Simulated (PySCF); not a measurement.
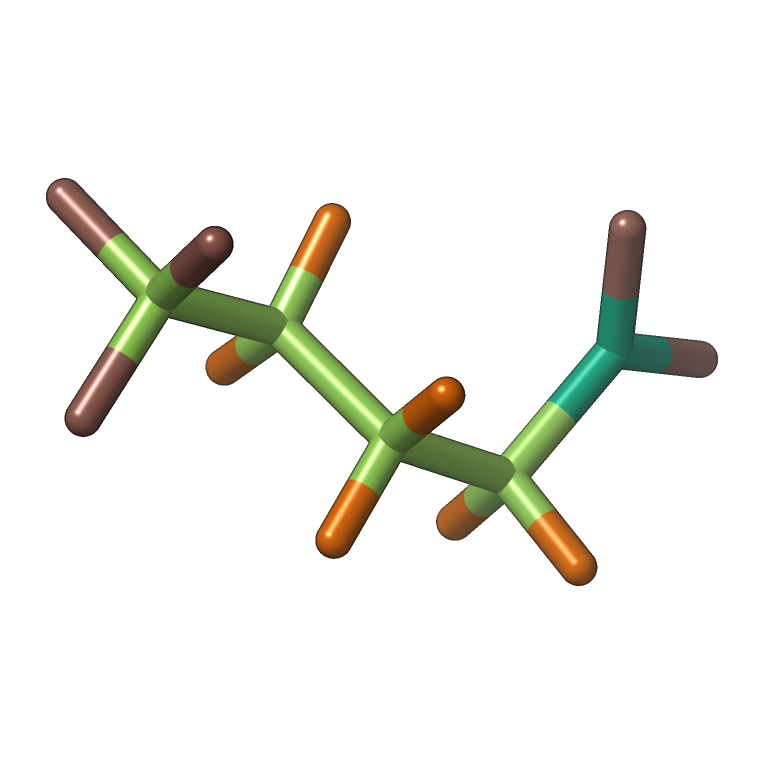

Colours: fluorine brown, boron teal, carbon green, hydrogen orange.

The geometry was computed by an optimisation with PBE0-D3(BJ)/def2-SVP. No frequency run is at hand to confirm it as a minimum.

What does the picture show?

It has 16 atoms: 4 carbon, 6 hydrogen, 1 boron and 5 fluorine (C4H6BF5). Its SMILES string is `FB(F)CCCC(F)(F)F`. It has no ring. Among its groups: C–F bond. The point group is C1. Coordination: 1 B trigonal planar; 4 C tetrahedral.

The parts below concern this one geometry. Atoms keep their numbers from picture to picture.

### NMR shielding

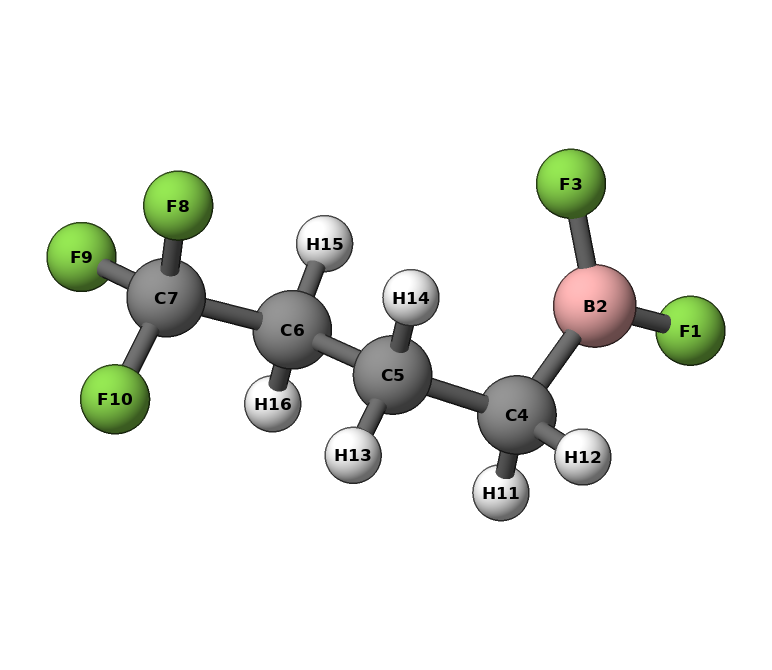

No frequency run is at hand to confirm it as a minimum. Properties computed with GIAO KT2/pcSseg-1 NMR shielding, non-relativistic, gas phase (PySCF 2.14.0). Principal shieldings σ11 ≤ σ22 ≤ σ33, span Ω = σ33 − σ11, skew κ = 3(σiso − σ22)/Ω.

Give the shielding tensors of the B atoms.

| atom | σ11 | σ22 | σ33 | σiso | Ω | κ |
| --- | --- | --- | --- | --- | --- | --- |
| B2 | 50.1 | 79.1 | 90.5 | 73.2 | 40.4 | −0.44 |

Shieldings and span in ppm.

### Polarisability

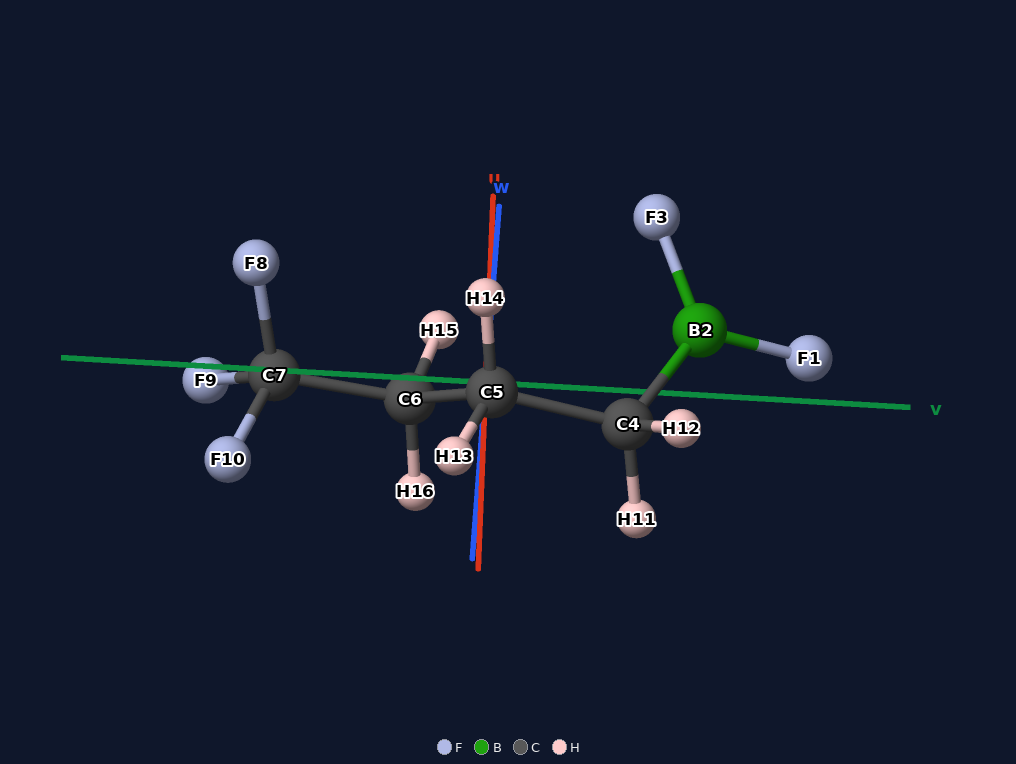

The lines u, v and w are the principal axes of the static dipole polarisability. No frequency run is at hand to confirm it as a minimum. Computed with ωB97X-D/def2-SVPD in cyclohexane (IEF-PCM) (PySCF 2.14.0).

Along which axis is the molecule most polarisable, and along which least?

Most along v (close to the long direction F1···F10), least along w.

Give the three principal values.

u 67.1, v 76.5, w 63.7 bohr³; mean 69.1, anisotropy 11.5 bohr³.

### Excitation

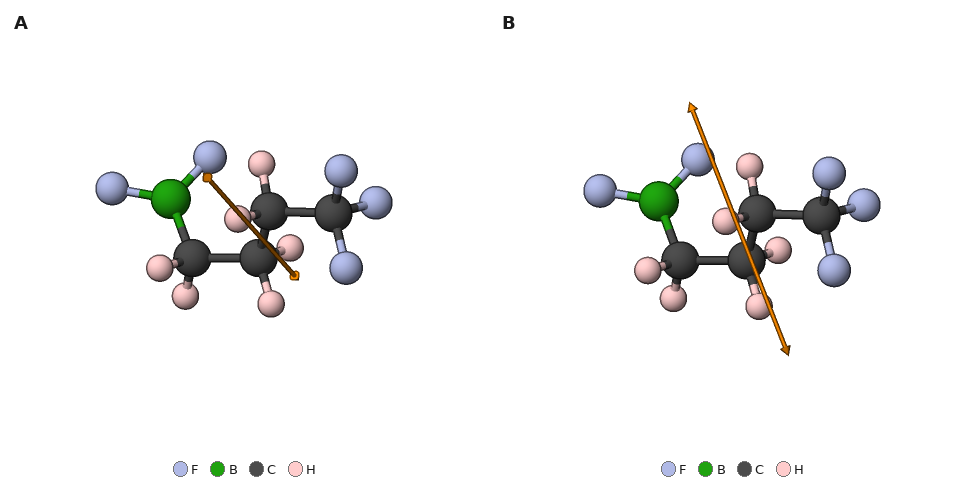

The double arrows show the directions of two transition dipoles from the ground state (lengths mean nothing). No frequency run is at hand to confirm it as a minimum. Method: TDDFT ωB97X-D/def2-SVPD, vertical, IEF-PCM cyclohexane (non-equilibrium linear response), core orbitals frozen in the response (PySCF 2.14.0).

One belongs to singlet state 4 and one to singlet state 5. Which is which?

A: state 5, 9.86 eV (126 nm), oscillator strength 0.015, of mixed character, with the largest part HOMO−1 → LUMO (weight 0.50).
B: state 4, 9.73 eV (127 nm), oscillator strength 0.038, mainly HOMO−2 → LUMO+1 (weight 0.56).
